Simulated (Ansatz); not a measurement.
# H3 with multiplicity 2: molecular dynamics

Aim: let a guess near a reaction's saddle point go and see which way it falls. Runs: 150 steps of 0.5 fs at constant energy, with velocities drawn for 100 K; 150 steps of 0.5 fs at constant energy, with velocities drawn for 1000 K. Reaction type: H-abstraction.

Method: UKS PBE0-D4/def2-TZVP, in Ansatz 0.2.0.

**1. The structure to begin with**

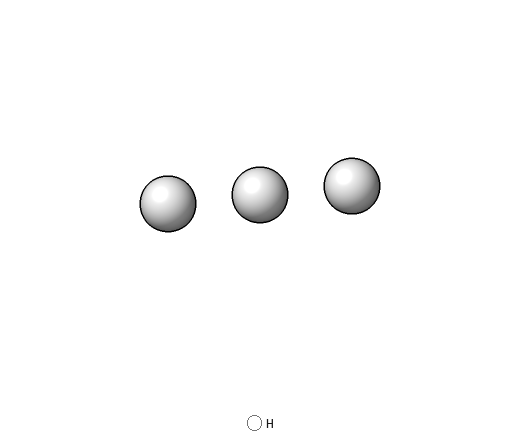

Start, viewed from a chosen angle; hydrogen white.

As a file:

```xyz
3

H    -0.0001   -0.0005    0.0004
H     0.9756   -0.0947    0.0681
H    -0.9755    0.0952   -0.0685
```

**2. Run 1**

150 steps of 0.5 fs at constant energy, with velocities drawn for 100 K.

The input, input.yaml:

```yaml
crystal:
  periodic: [false, false, false]
  atoms:
    - { symbol: H, position_ang: [-0.0001, -0.0005, 0.0004] }
    - { symbol: H, position_ang: [0.9756, -0.0947, 0.0681] }
    - { symbol: H, position_ang: [-0.9755, 0.0952, -0.0685] }
magnetization:
  spin_polarized: true
  initial_magnetization: 1
basis:
  gaussian: { orbitals: def2-TZVP }
hamiltonian:
  xc: pbe0
  dispersion: d4
md:
  timestep: 0.5
  n_steps: 150
  ensemble: nve
  temperature: 100.0
  initial_velocities: maxwell_boltzmann
  seed: 572611
```

Run with:

```bash
ansatz run input.yaml --threads 1 --pin off --max-ram 2048MiB --backend cpu --events-out ev --progress --plain --runs-dir out
```

The program printed (excerpt; [...] marks lines left out):

```text
Warning: RAYON_NUM_THREADS=1 ignored (pool sized by the plan → 1); use --threads N
[...]
Functional definition: PBE0
[...]
132 factors; their error is unknown
[...]
mean field -45.13706936 eV, -1.6587567040 hartree, gradient 2.3e-5 eV, S^2 0.764034; 0 other end points of the search recorded, 0 dependent functions left out
[...]
reference -45.13708958 eV, -1.6587574471 hartree; 2, 1 occupied and 16, 17 virtual orbitals, 132 factors
md step     0: t =     0.00 fs  T =   100.0 K  F+E_penalty+E_count = -45.14889131 eV  E_kin = 0.012926 eV  conserved = -45.13596531 eV  (20 SCF iters)
[...]
md step    19: t =     9.50 fs  T =   396.6 K  F+E_penalty+E_count = -45.18778134 eV  E_kin = 0.051259 eV  conserved = -45.13652261 eV  (25 SCF iters)
[...]
md step    38: t =    19.00 fs  T =   322.3 K  F+E_penalty+E_count = -45.17715626 eV  E_kin = 0.041662 eV  conserved = -45.13549380 eV  (25 SCF iters)
[...]
md step    57: t =    28.50 fs  T =  1589.7 K  F+E_penalty+E_count = -45.34377410 eV  E_kin = 0.205489 eV  conserved = -45.13828462 eV  (23 SCF iters, 3 dispersion substeps)
[...]
md step    74: t =    37.00 fs  T =  2107.2 K  F+E_penalty+E_count = -45.41031119 eV  E_kin = 0.272378 eV  conserved = -45.13793341 eV  (22 SCF iters, 3 dispersion substeps)
md step    75: t =    37.50 fs  T =  1909.9 K  F+E_penalty+E_count = -45.38361159 eV  E_kin = 0.246878 eV  conserved = -45.13673360 eV  (20 SCF iters, 3 dispersion substeps)
```

**3. More of the same log: dynamics from the start**

The log, continued (excerpt; [...] marks lines left out):

```text
md step    76: t =    38.00 fs  T =  1688.7 K  F+E_penalty+E_count = -45.35402192 eV  E_kin = 0.218286 eV  conserved = -45.13573603 eV  (21 SCF iters, 3 dispersion substeps)
[...]
md step    94: t =    47.00 fs  T =  1751.3 K  F+E_penalty+E_count = -45.36213568 eV  E_kin = 0.226376 eV  conserved = -45.13576007 eV  (21 SCF iters, 3 dispersion substeps)
[...]
md step   112: t =    56.00 fs  T =  2225.0 K  F+E_penalty+E_count = -45.42625388 eV  E_kin = 0.287610 eV  conserved = -45.13864407 eV  (19 SCF iters, 3 dispersion substeps)
[...]
md step   130: t =    65.00 fs  T =  1596.1 K  F+E_penalty+E_count = -45.34091248 eV  E_kin = 0.206311 eV  conserved = -45.13460108 eV  (21 SCF iters, 3 dispersion substeps)
[...]
md step   148: t =    74.00 fs  T =  2097.3 K  F+E_penalty+E_count = -45.40941919 eV  E_kin = 0.271092 eV  conserved = -45.13832744 eV  (20 SCF iters, 3 dispersion substeps)
[...]
md step   149: t =    74.50 fs  T =  2210.9 K  F+E_penalty+E_count = -45.42436258 eV  E_kin = 0.285775 eV  conserved = -45.13858787 eV  (20 SCF iters, 3 dispersion substeps)
[...]
md step   150: t =    75.00 fs  T =  2109.3 K  F+E_penalty+E_count = -45.41030113 eV  E_kin = 0.272643 eV  conserved = -45.13765863 eV  (20 SCF iters, 3 dispersion substeps)
Total energy: -45.41032927 eV, -1.6687988204 hartree
Atom 0 at    -1.502725     0.372362    -0.285742 Å, force    -0.821305    -0.367327     0.299622 eV/Å
Atom 1 at     3.676679    -0.444740     0.326789 Å, force    -0.000475     0.000073    -0.000055 eV/Å
Atom 2 at    -2.173953     0.072379    -0.041047 Å, force     0.821780     0.367254    -0.299567 eV/Å
Dipole moment:     0.000069    -0.000030     0.000024 e Å
```

Run time: 34 s. Hardware: 1 thread of Intel Xeon at 2.70GHz, shared host; peak memory 0.081 GiB.

**4. What the atoms did**

The trajectory, every 8 steps (energies from step 0):

| time (fs) | T (K) | potential energy change (meV/atom) | total energy change (meV/atom) | H1–H3 (Å) | H2–H1 (Å) |
| --- | --- | --- | --- | --- | --- |
| 0.0 | 100 | 0.0 | 0.00 | 0.98 | 0.98 |
| 4.0 | 383 | -12.4 | -0.16 | 0.86 | 1.01 |
| 8.0 | 172 | -3.2 | -0.07 | 0.80 | 1.04 |
| 12.0 | 174 | -3.2 | -0.03 | 0.90 | 1.08 |
| 16.0 | 607 | -22.1 | -0.28 | 0.82 | 1.18 |
| 20.0 | 756 | -28.7 | -0.46 | 0.75 | 1.31 |
| 24.0 | 820 | -31.0 | 0.03 | 0.83 | 1.44 |
| 28.0 | 1292 | -51.7 | -0.29 | 0.70 | 1.71 |
| 32.0 | 1563 | -63.1 | -0.05 | 0.81 | 1.93 |
| 36.0 | 1974 | -81.4 | -0.69 | 0.71 | 2.27 |
| 40.0 | 1999 | -82.2 | -0.34 | 0.79 | 2.54 |
| 44.0 | 2220 | -92.2 | -0.90 | 0.73 | 2.87 |
| 48.0 | 2189 | -90.7 | -0.68 | 0.77 | 3.17 |
| 52.0 | 2215 | -91.9 | -0.77 | 0.76 | 3.49 |
| 56.0 | 2225 | -92.5 | -0.89 | 0.74 | 3.81 |
| 60.0 | 2063 | -85.0 | -0.45 | 0.78 | 4.10 |
| 64.0 | 2102 | -87.0 | -0.78 | 0.72 | 4.44 |
| 68.0 | 1850 | -75.5 | -0.11 | 0.80 | 4.72 |
| 72.0 | 1862 | -76.2 | -0.29 | 0.70 | 5.07 |
| 75.0 | 2109 | -87.1 | -0.56 | 0.77 | 5.28 |

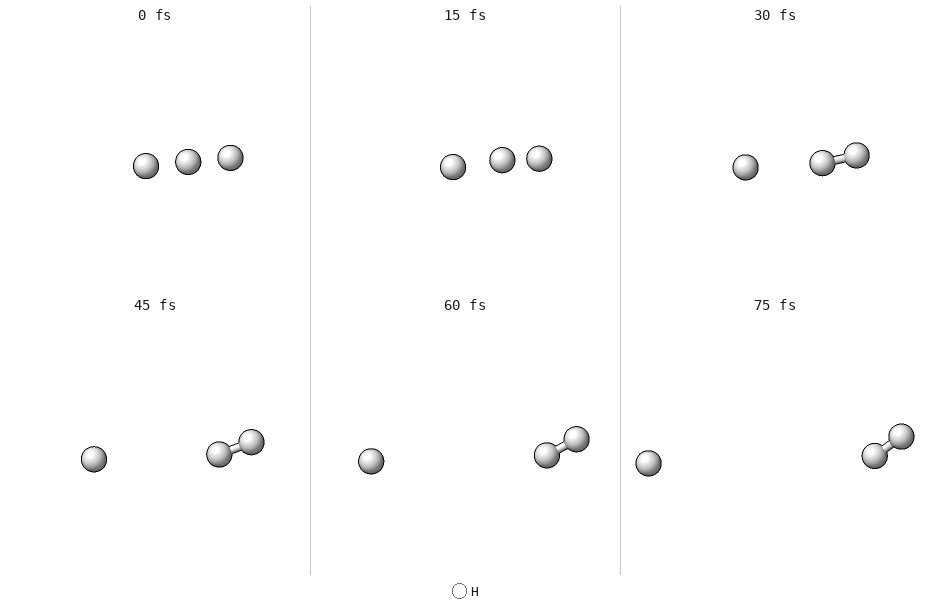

The system at six times, viewed from a chosen angle. Sticks join atoms within a bonding distance in each frame.

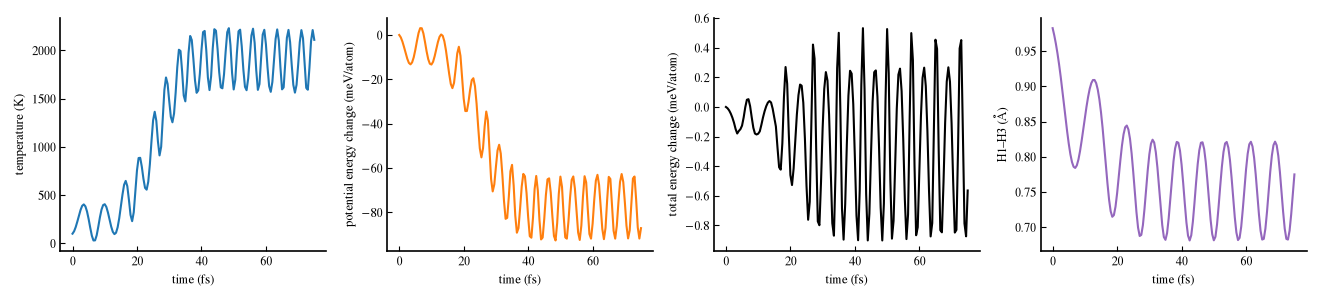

Time series of the run, each on its own scale.

Bonds that form or break, judged by distance (formed within 1.15 times the sum of covalent radii and held on average over 12 fs, broken when stretched by half; pairs already stretched at the start don't count as bonds):

| time (fs) | bond | event |
| --- | --- | --- |
| 4.0 | H1–H3 | forms |

**5. Snapshots as a file**

Positions (Å) and forces (eV/Å):

```xyz
3
time_fs=9.5 T=397 dE=-0.0389
H    -0.076   -0.030    0.025   -0.022    0.090   -0.072
H     0.973   -0.076    0.054    0.206   -0.058    0.045
H    -0.897    0.107   -0.079   -0.183   -0.032    0.027
3
time_fs=19.0 T=322 dE=-0.0283
H    -0.190    0.013   -0.009    1.708   -0.174    0.126
H     1.091   -0.099    0.070    0.518   -0.048    0.035
H    -0.901    0.086   -0.062   -2.225    0.222   -0.160
3
time_fs=28.0 T=1292 dE=-0.1550
H    -0.329    0.072   -0.055    1.806    0.009   -0.021
H     1.362   -0.143    0.103    0.248   -0.024    0.017
H    -1.032    0.070   -0.048   -2.055    0.014    0.004
3
time_fs=37.5 T=1910 dE=-0.2347
H    -0.505    0.138   -0.106   -1.471   -0.141    0.124
H     1.797   -0.201    0.147    0.033   -0.002    0.002
H    -1.292    0.063   -0.041    1.438    0.144   -0.126
3
time_fs=47.0 T=1751 dE=-0.2132
H    -0.742    0.202   -0.155   -1.858   -0.331    0.278
H     2.274   -0.263    0.193   -0.001    0.000    0.000
H    -1.532    0.062   -0.037    1.859    0.330   -0.278
3
time_fs=56.0 T=2225 dE=-0.2774
H    -1.011    0.251   -0.193    0.139    0.034   -0.028
H     2.726   -0.322    0.236   -0.003    0.001    0.000
H    -1.715    0.071   -0.043   -0.136   -0.035    0.029
3
time_fs=65.5 T=1617 dE=-0.1949
H    -1.290    0.300   -0.230    2.532    0.882   -0.724
H     3.202   -0.383    0.281   -0.001    0.000    0.000
H    -1.913    0.083   -0.052   -2.531   -0.882    0.724
3
time_fs=75.0 T=2109 dE=-0.2614
H    -1.503    0.372   -0.286   -0.821   -0.367    0.300
H     3.677   -0.445    0.327   -0.001    0.000    0.000
H    -2.174    0.072   -0.041    0.822    0.367   -0.300
```

On run 1: At the last frame the bonds meant to form are there and those meant to break are gone: it fell to the products. The temperature starts at 100 K and averages 1898 K in the second half, where it ranges from 1560 to 2230 K; the start was no minimum (force components up to 0.7 eV/Å), and the potential energy that it sheds (78 meV/atom) turns into motion, which in so few atoms is no thermal temperature. The total energy strays from its start by at most 0.90 meV/atom, 1.6 % of the mean kinetic energy, so a step of 0.5 fs is short enough over this time. The bonding pattern changes, first at 4.0 fs: H1–H3 forms. By that distance rule the pieces at the end are H2 + H; a long dative bond can count as broken.

**6. Run 2**

150 steps of 0.5 fs at constant energy, with velocities drawn for 1000 K.

input.yaml: that of step 2 with these lines changed.

```diff
@@ -18,4 +18,4 @@
   ensemble: nve
-  temperature: 100.0
+  temperature: 1000.0
   initial_velocities: maxwell_boltzmann
-  seed: 572611
+  seed: 204517
```

Run with:

```bash
ansatz run input.yaml --threads 1 --pin off --max-ram 2048MiB --backend cpu --events-out ev --progress --plain --runs-dir out
```

The program printed (excerpt; [...] marks lines left out):

```text
Warning: RAYON_NUM_THREADS=1 ignored (pool sized by the plan → 1); use --threads N
[...]
[... 1 set-up line as earlier in the session ...]
[...]
132 factors; their error is unknown
[...]
mean field -45.13706936 eV, -1.6587567040 hartree, gradient 2.3e-5 eV, S^2 0.764034; 0 other end points of the search recorded, 0 dependent functions left out
[...]
reference -45.13708958 eV, -1.6587574471 hartree; 2, 1 occupied and 16, 17 virtual orbitals, 132 factors
md step     0: t =     0.00 fs  T =  1000.0 K  F+E_penalty+E_count = -45.14889131 eV  E_kin = 0.129260 eV  conserved = -45.01963131 eV  (20 SCF iters)
[...]
md step    19: t =     9.50 fs  T =   336.1 K  F+E_penalty+E_count = -45.06277800 eV  E_kin = 0.043447 eV  conserved = -45.01933115 eV  (26 SCF iters, 3 dispersion substeps)
[...]
md step    38: t =    19.00 fs  T =  1327.6 K  F+E_penalty+E_count = -45.19103424 eV  E_kin = 0.171602 eV  conserved = -45.01943181 eV  (25 SCF iters, 3 dispersion substeps)
[...]
md step    57: t =    28.50 fs  T =  2976.8 K  F+E_penalty+E_count = -45.41215577 eV  E_kin = 0.384777 eV  conserved = -45.02737857 eV  (23 SCF iters, 3 dispersion substeps)
[...]
md step    74: t =    37.00 fs  T =  1976.0 K  F+E_penalty+E_count = -45.27638230 eV  E_kin = 0.255422 eV  conserved = -45.02096027 eV  (23 SCF iters, 3 dispersion substeps)
md step    75: t =    37.50 fs  T =  1410.2 K  F+E_penalty+E_count = -45.19724453 eV  E_kin = 0.182281 eV  conserved = -45.01496355 eV  (22 SCF iters, 3 dispersion substeps)
```

**7. More of the same log: dynamics from the start**

Output, continued (excerpt; [...] marks lines left out):

```text
md step    76: t =    38.00 fs  T =  1657.1 K  F+E_penalty+E_count = -45.23194821 eV  E_kin = 0.214201 eV  conserved = -45.01774679 eV  (24 SCF iters, 3 dispersion substeps)
[...]
md step    94: t =    47.00 fs  T =  3091.9 K  F+E_penalty+E_count = -45.42620291 eV  E_kin = 0.399656 eV  conserved = -45.02654692 eV  (22 SCF iters, 3 dispersion substeps)
[...]
md step   112: t =    56.00 fs  T =  1841.5 K  F+E_penalty+E_count = -45.25761632 eV  E_kin = 0.238032 eV  conserved = -45.01958430 eV  (21 SCF iters, 3 dispersion substeps)
[...]
md step   130: t =    65.00 fs  T =  1494.9 K  F+E_penalty+E_count = -45.21183477 eV  E_kin = 0.193226 eV  conserved = -45.01860905 eV  (19 SCF iters, 3 dispersion substeps)
[...]
md step   148: t =    74.00 fs  T =  2860.4 K  F+E_penalty+E_count = -45.39397169 eV  E_kin = 0.369734 eV  conserved = -45.02423762 eV  (18 SCF iters, 3 dispersion substeps)
[...]
md step   149: t =    74.50 fs  T =  3071.0 K  F+E_penalty+E_count = -45.42396823 eV  E_kin = 0.396952 eV  conserved = -45.02701614 eV  (18 SCF iters, 3 dispersion substeps)
[...]
md step   150: t =    75.00 fs  T =  2694.9 K  F+E_penalty+E_count = -45.37489494 eV  E_kin = 0.348341 eV  conserved = -45.02655375 eV  (21 SCF iters, 3 dispersion substeps)
Total energy: -45.37492335 eV, -1.6674976769 hartree
Atom 0 at     1.690296    -0.073719     0.045843 Å, force    -1.830586     0.812703    -0.634811 eV/Å
Atom 1 at     2.297195    -0.343183     0.256325 Å, force     1.830346    -0.812681     0.634796 eV/Å
Atom 2 at    -3.987491     0.416902    -0.302168 Å, force     0.000240    -0.000021     0.000015 eV/Å
Dipole moment:    -0.000039    -0.000003     0.000003 e Å
```

It took 36 s on 1 thread of Intel Xeon at 2.70GHz, shared host; peak memory 0.081 GiB.

**8. The trajectory**

One step in 8; energies are changes from step 0:

| time (fs) | T (K) | potential energy change (meV/atom) | total energy change (meV/atom) | H1–H3 (Å) | H2–H1 (Å) |
| --- | --- | --- | --- | --- | --- |
| 0.0 | 1000 | 0.0 | 0.00 | 0.98 | 0.98 |
| 4.0 | 276 | 31.5 | 0.27 | 1.15 | 0.71 |
| 8.0 | 897 | 4.2 | -0.29 | 1.21 | 0.89 |
| 12.0 | 1851 | -38.0 | -1.33 | 1.39 | 0.79 |
| 16.0 | 2244 | -55.3 | -1.73 | 1.57 | 0.78 |
| 20.0 | 2443 | -63.5 | -1.39 | 1.78 | 0.79 |
| 24.0 | 2855 | -81.9 | -1.96 | 2.04 | 0.77 |
| 28.0 | 2968 | -86.7 | -1.92 | 2.31 | 0.77 |
| 32.0 | 2857 | -81.5 | -1.48 | 2.59 | 0.79 |
| 36.0 | 3107 | -93.2 | -2.42 | 2.89 | 0.75 |
| 40.0 | 2569 | -68.5 | -0.89 | 3.15 | 0.81 |
| 44.0 | 2971 | -87.5 | -2.59 | 3.48 | 0.72 |
| 48.0 | 2199 | -52.0 | -0.38 | 3.71 | 0.84 |
| 52.0 | 2607 | -71.4 | -2.12 | 4.07 | 0.69 |
| 56.0 | 1841 | -36.2 | 0.02 | 4.27 | 0.85 |
| 60.0 | 2101 | -48.3 | -0.91 | 4.65 | 0.67 |
| 64.0 | 1558 | -23.7 | 0.28 | 4.84 | 0.87 |
| 68.0 | 1620 | -26.1 | 0.64 | 5.23 | 0.65 |
| 72.0 | 1386 | -16.2 | 0.43 | 5.41 | 0.87 |
| 75.0 | 2695 | -75.3 | -2.31 | 5.71 | 0.70 |

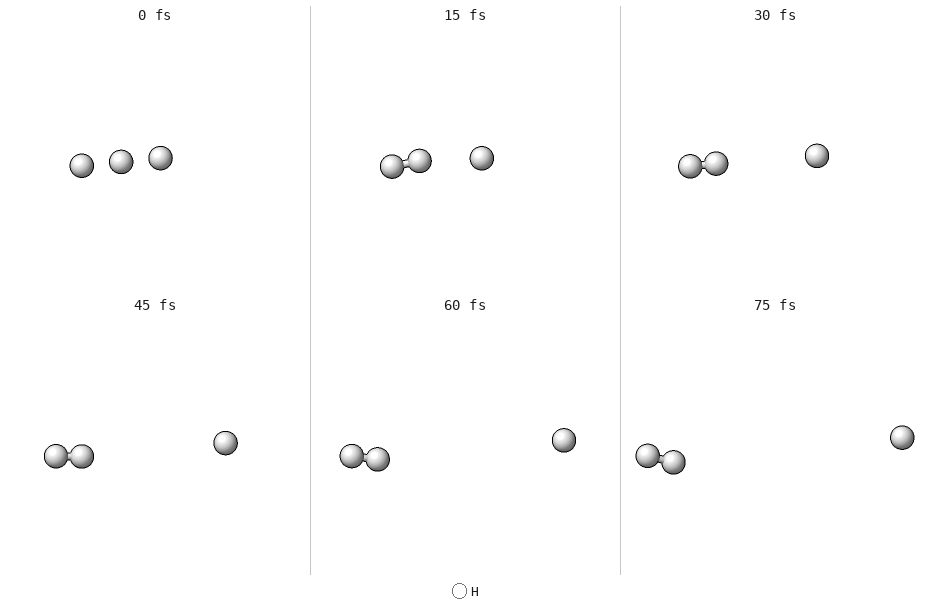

The system at six times, viewed from a chosen angle. Sticks join atoms within a bonding distance in each frame.

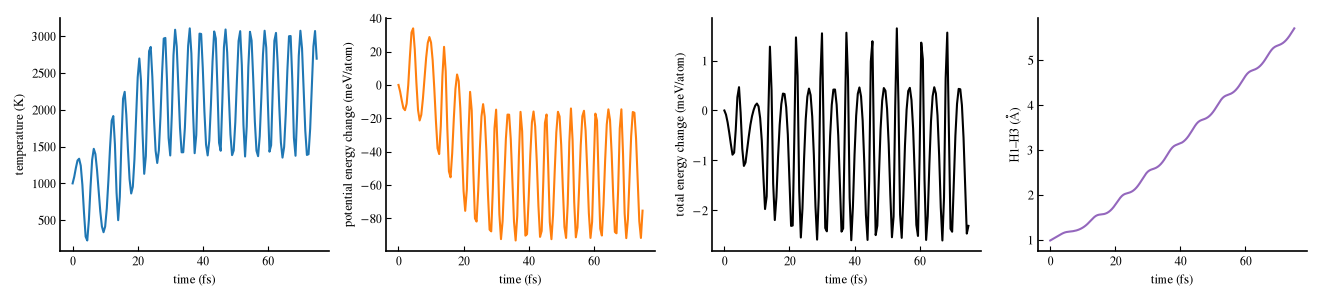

Traces against time; each panel has its own scale.

Bonds that form or break, judged by distance (formed within 1.15 times the sum of covalent radii and held on average over 12 fs, broken when stretched by half; pairs already stretched at the start don't count as bonds):

| time (fs) | bond | event |
| --- | --- | --- |
| 1.5 | H1–H2 | forms |

**9. Frames from the trajectory**

Positions (Å) and forces (eV/Å):

```xyz
3
time_fs=9.5 T=336 dE=0.0861
H     0.099   -0.076    0.060    1.821    0.201   -0.174
H     1.022   -0.060    0.040   -2.155   -0.097    0.094
H    -1.121    0.136   -0.100    0.334   -0.104    0.080
3
time_fs=19.0 T=1328 dE=-0.0421
H     0.266   -0.077    0.060    2.658   -0.015   -0.009
H     1.129   -0.087    0.061   -2.562    0.010    0.011
H    -1.395    0.165   -0.121   -0.095    0.004   -0.003
3
time_fs=28.0 T=2968 dE=-0.2602
H     0.507   -0.074    0.055    0.850   -0.060    0.042
H     1.276   -0.129    0.093   -0.814    0.057   -0.039
H    -1.782    0.202   -0.148   -0.036    0.004   -0.003
3
time_fs=37.5 T=1410 dE=-0.0484
H     0.797   -0.077    0.056   -5.041    0.721   -0.537
H     1.432   -0.168    0.123    5.041   -0.721    0.537
H    -2.229    0.246   -0.179    0.000    0.000    0.000
3
time_fs=47.0 T=3092 dE=-0.2773
H     0.976   -0.066    0.045    0.224   -0.049    0.037
H     1.702   -0.224    0.165   -0.227    0.049   -0.038
H    -2.677    0.289   -0.210    0.003    0.000    0.000
3
time_fs=56.0 T=1841 dE=-0.1087
H     1.148   -0.050    0.031    2.609   -0.748    0.577
H     1.951   -0.280    0.209   -2.611    0.748   -0.577
H    -3.100    0.330   -0.240    0.002    0.000    0.000
3
time_fs=65.5 T=1944 dE=-0.1223
H     1.386   -0.048    0.027    2.442   -0.881    0.685
H     2.158   -0.326    0.244   -2.442    0.881   -0.685
H    -3.544    0.374   -0.271    0.001    0.000    0.000
3
time_fs=75.0 T=2695 dE=-0.2260
H     1.690   -0.074    0.046   -1.831    0.813   -0.635
H     2.297   -0.343    0.256    1.830   -0.813    0.635
H    -3.987    0.417   -0.302    0.000    0.000    0.000
```

On run 2: At the last frame the bonds meant to break are whole and the new ones absent: it fell back to the reactants' side (H2 + H). The temperature starts at 1000 K and averages 2217 K in the second half, where it ranges from 1350 to 3092 K; the start was no minimum (force components up to 0.7 eV/Å), and the potential energy that it sheds (53 meV/atom) turns into motion, which in so few atoms is no thermal temperature. The total energy strays from its start by at most 2.60 meV/atom, 3.1 % of the mean kinetic energy, fair for a step of 0.5 fs. The bonding pattern changes, first at 1.5 fs: H1–H2 forms. By that distance rule the pieces at the end are H2 + H; a long dative bond can count as broken.

**10. Outcome**

```
                                 quantity                                    value
                            run 1: length                      150 steps of 0.5 fs
  run 1: temperature, first and last step                           100 and 2109 K
          run 1: temperature, second half         mean 1898 K, from 1560 to 2230 K
     run 1: potential energy, second half  -78 meV/atom from this run's first step
run 1: largest change of the total energy                            0.90 meV/atom
            run 1: bonds formed or broken                                        1
                            run 2: length                      150 steps of 0.5 fs
  run 2: temperature, first and last step                          1000 and 2695 K
          run 2: temperature, second half         mean 2217 K, from 1350 to 3092 K
     run 2: potential energy, second half  -53 meV/atom from this run's first step
run 2: largest change of the total energy                            2.60 meV/atom
            run 2: bonds formed or broken                                        1
```

Mean temperatures of the second halves: 1898 K, 2217 K. Bonds changed in run 1, run 2. Run 1: at the last frame the bonds meant to form are there and those meant to break are gone: it fell to the products. Run 2: at the last frame the bonds meant to break are whole and the new ones absent: it fell back to the reactants' side (H2 + H). 75 fs on 3 atoms is far too short and small for converged averages. The nuclei move classically, without zero-point motion, which matters most for hydrogen.
